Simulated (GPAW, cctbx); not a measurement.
# Bonding in Ag5Ir as X-rays see it

Aim: compute the bonding part of the density of Ag5Ir, find which reflections carry it, and see how it biases an ordinary refinement.

The start was made by putting kin elements into a known structure type; the compound need not exist, or be stable, in this form. All numbers below are calculated.

## 1. Find the equilibrium geometry

The density hangs on the geometry, so cell and atoms are relaxed first, with the symmetry held. The cutoff is set higher than for the density because stress converges slowly with plane waves.

Settings: GPAW 26.7.0, PBE, 570 eV, 5×5×5 k-points, Fermi–Dirac width 0.1 eV, BFGS to 0.03 eV/Å.

```text
cell
1.0
    -2.480000000    4.295486003    0.000000000
    -4.960000000    0.000000000    0.000000000
    -2.480000000    1.431828668    4.735666667
Ir Ag
1 5
Direct
0.000000000 0.000000000 0.000000000
0.500000000 0.827950000 0.500000000
0.827950000 0.172050000 0.500000000
0.172050000 0.500000000 0.500000000
0.669966667 0.669966667 0.990099999
0.330033333 0.330033333 0.009900001
```

```console
$ OMP_NUM_THREADS=1 mpirun -n 4 gpaw python run.py > gpaw.log
```

```text
BFGS:    0      -22.209804        0.332081
BFGS:    1      -22.216926        0.292272
BFGS:    2      -22.251521        0.147445
BFGS:    3      -22.253179        0.127060
...
BFGS:    6      -22.255943        0.049932
BFGS:    7      -22.256155        0.037349
BFGS:    8      -22.256194        0.027206
cell  4.9930 4.9930 5.5582  63.31 63.31 60.00
volume 102.601 A^3, largest force 0.011 eV/A, largest stress 0.25 GPa
```

After 8 steps the volume has changed by +1.7 % and the energy by -0.046 eV; the largest stress left is 0.25 GPa. It took 2.9 min on 4 cores of Arm Neoverse V1 (shared host), peak memory 1.1 GiB.

Relaxed structure: R32 (no. 155), a = 4.9930 Å, b = 4.9930 Å, c = 14.2568 Å, α = 90.00°, β = 90.00°, γ = 120.00°.

| atom | mult. | x | y | z |
| --- | --- | --- | --- | --- |
| Ir1 | 3 | 0 | 0 | 0 |
| Ag1 | 9 | 0.9944 | 2/3 | 1/6 |
| Ag2 | 6 | 1/3 | 2/3 | 0.0010 |

## 2. The all-electron density

X-rays see the whole electron density, so the PAW density is rebuilt with its core regions. Subtracting spherical free atoms from the same code cancels the cores and leaves the deformation density Δρ, the part due to bonding.

Settings: PBE, 450 eV, 6×6×6 k-points, Fermi–Dirac width 0.1 eV; primitive cell of 6 atoms.

```console
$ OMP_NUM_THREADS=1 mpirun -n 4 gpaw python run.py > gpaw.log
```

```text
|iter:   1|       0s |  -25.829069 | -0.24 |       |
|iter:   2|       3s |  -24.177471 | -1.98 | -1.22 |
|iter:   3|       6s |  -22.273441 | -1.66 | -1.31 |
...
|iter:   9|      25s |  -22.153258c| -6.09 | -3.82 |
|iter:  10|      28s |  -22.153259c| -7.12 | -4.43c|
|iter:  11|      31s |  -22.153256c| -7.76c| -4.85c|
```

```text
gpts.py:43: UserWarning: Initial realspace grid (25,25,28) inconsistent with symmetries.
gpts.py:43: UserWarning: Initial realspace grid (25,25,28) inconsistent with symmetries.
gpts.py:43: UserWarning: Initial realspace grid (25,25,28) inconsistent with symmetries.
gpts.py:43: UserWarning: Initial realspace grid (25,25,28) inconsistent with symmetries.
gpts.py:70: UserWarning: Using symmetrized grid: (28,28,28).
gpts.py:70: UserWarning: Using symmetrized grid: (28,28,28).
gpts.py:70: UserWarning: Using symmetrized grid: (28,28,28).
gpts.py:70: UserWarning: Using symmetrized grid: (28,28,28).
grid (56, 56, 56)  electrons 312.000  moved by bonding 1.246 e
deformation density beyond 0.5 A of the nuclei: max 0.102, min -0.129 e/A^3
atom        x       y       z   Voronoi charge  moment
Ir1    0.0000  0.0000  0.0000     -0.299       0.00
Ag2    0.5000  0.8390  0.5000      0.058       0.00
Ag3    0.8390  0.1610  0.5000      0.058       0.00
Ag4    0.1610  0.5000  0.5000      0.058       0.00
Ag5    0.6657  0.6657  0.0030      0.063       0.00
Ag6    0.3343  0.3343  0.9970      0.063       0.00
mean inner potential of superposed free atoms 25.299 V
total magnetic moment 0.000 muB
```

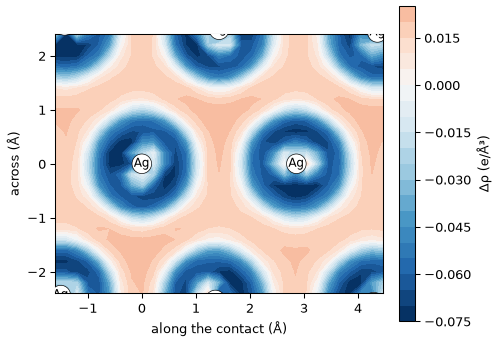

Deformation density in a plane through the shortest contact of the Ag atom at the origin; red gains electrons, blue loses them.

Ir gains most (-0.30 e) and Ag loses most (+0.06 e), in averages over each element's sites, as electronegativity suggests. Along the shortest contact from the Ag atom at the map's origin, Ag–Ag at 2.86 Å, Δρ is +0.02 e/Å³ at the midpoint: little piles up between the atoms. At the midpoints of other shortest contacts it is +0.03 (Ir–Ag, 2.88 Å) e/Å³. Point values carry grid noise of about 0.01 e/Å³. The run needed 11 iterations, 44 s.

## 3. Structure factors

The Fourier components of Δρ, added to those of the free atoms, give the static X-ray structure factors; the Mott–Bethe relation turns them into the Fourier components V of the potential that fast electrons feel.

```text
static structure factors of the conventional cell: F in electrons, V (Mott-Bethe) in volts
   h  k  l      d  |F| table  |F| free   |F| DFT   change   |V| free  |V| DFT  change %
   0  0  3  4.7523    86.390    86.458    87.250    0.793     1.175    0.909    -22.7
   1  0  1  4.1379    91.975    92.050    92.898    0.848     1.278    1.062    -16.9
   1  0 -2  3.6971    79.740    79.826    80.629    0.803     0.942    0.779    -17.3
   1  0  4  2.7503    69.935    69.999    70.545    0.545     0.616    0.554    -10.0
   1  1  0  2.4965   390.008   389.366   388.518   -0.848     7.905    7.988      1.0
   1  0 -5  2.3804    93.491    93.464    93.796    0.333     1.070    1.042     -2.6
   0  0  6  2.3761   755.895   754.573   752.471   -2.102    15.237   15.414      1.2
   1  1  3  2.2101   640.205   639.092   637.409   -1.683    12.536   12.659      1.0
   2  0 -1  2.1376    64.658    64.650    64.960    0.310     0.422    0.401     -5.0
   2  0  2  2.0690    94.675    94.601    94.836    0.235     1.024    1.009     -1.5
   2  0 -4  1.8485    86.002    85.918    85.987    0.070     0.802    0.798     -0.4
   1  0  7  1.8425    76.183    76.113    76.217    0.104     0.610    0.604     -0.9
   2  0  5  1.7228    69.504    69.427    69.490    0.063     0.464    0.462     -0.6
   1  1  6  1.7212   340.876   340.480   340.128   -0.352     5.921    5.936      0.3
```

The largest X-ray change is -2.10 e on 006, 0.3 % of |F|. For electrons V goes as (Z − F)/g², so a change of F counts against Z − F, which is small at low angle and wherever the atoms' terms cancel: |V| of 003 moves by -22.7 % (1.18 to 0.91 V) against +0.9 % in |F|. The tabulated Hartree–Fock atoms differ from the free DFT atoms by up to 1.32 e, so the choice of reference atom matters too.

## 4. The functional ladder

The same geometry is run with other functionals, to see whether the bonding signal is larger than the spread between approximations. Free atoms are LDA for LDA and PBE otherwise. Any other changed setting is in the row's label.

```csv
run,ΔF 006 (e),ΔF 113 (e),ΔF 101 (e),q(Ir) (e),moved (e),time
PBE,-2.102,-1.683,+0.848,-0.299,1.246,44 s
LDA,-2.159,-1.749,+0.815,-0.285,1.243,42 s
revPBE,-2.006,-1.597,+0.861,-0.307,1.222,44 s
```

At the base's settings ΔF(006) spans -2.159 to -2.006 e, a spread of 7 % of the PBE value; over the three listed reflections the spread is at most 9 %, so sign and size hold across the functionals. Times are from shared hosts.

## 5. Refining ordinary atoms against data with bonding

Routine crystallography fits spherical atoms. To see the bias, intensities are simulated from tabulated atoms plus the DFT change ΔF, so that bonding alone can misfit (6736 reflections of the full sphere, merged to the counts below, to 0.4 Å, 1 % proportional noise plus counting noise, assumed isotropic U as listed, Δρ smeared by the mean U) and refined with cctbx over different ranges.

| range | data | R1 | GooF | U Ir1 (true 0.0038) | U Ag1 (true 0.0046) | U Ag2 (true 0.0046) | largest shift (Å) | Δρ max, min (e/Å³) |
| --- | --- | --- | --- | --- | --- | --- | --- | --- |
| all data | 1136 | 0.0067 | 0.93 | 0.0038 | 0.0046 | 0.0046 | 0.0001 | 0.59, -0.71 |
| low resolution, d > 0.84 | 125 | 0.0039 | 0.96 | 0.0038 | 0.0045 | 0.0045 | 0.0002 | 0.26, -0.14 |
| high order, d < 0.75 | 960 | 0.0078 | 0.93 | 0.0038 | 0.0046 | 0.0046 | 0.0001 | 0.51, -0.60 |
| occupancies free, d > 0.7 | 213 | 0.0043 | 0.91 | 0.0038 | 0.0044 | 0.0045 | 0.0001 | 0.24, -0.24 |

With all data GooF is 0.93, so at this noise the bonding hardly shows; the top residual peak lies 1.05 Å from Ag and 1.83 Å from Ag. No U is off by more than 3 s.u. at low resolution. With Ir1 held at 1 and the scale free, the other occupancies refine to Ag1 0.997(0.002) and Ag2 0.998(0.001), within three s.u. of full.

## 6. Answer

Bonding moves 1.25 e in the primitive cell of Ag5Ir and changes the structure factors of the conventional cell in the table above by at most 2.10 e (006, 0.3 %), and among reflections above 2 % of the strongest by up to 1.0 % (1 0 -2). The shortest bond, Ag–Ag, has Δρ = +0.02 e/Å³ at its midpoint. At the base's settings ΔF(006) spans -2.159 to -2.006 e, a spread of 7 % of the PBE value; over the three listed reflections the spread is at most 9 %, so sign and size hold across the functionals. With all data GooF is 0.93, so at this noise the bonding hardly shows. Limits: static density, frozen cores, no spin–orbit coupling.

[Outputs are excerpts: Python notices, other lines and further rows are left out; steps that failed or that the build refused (PBEsol, TPSS) are not shown.]

[Logs are printed without paths, hosts, clocks, repeated set-up lines and the standing remarks that a program may print on its own settings, such as how far it seeks lower states.]
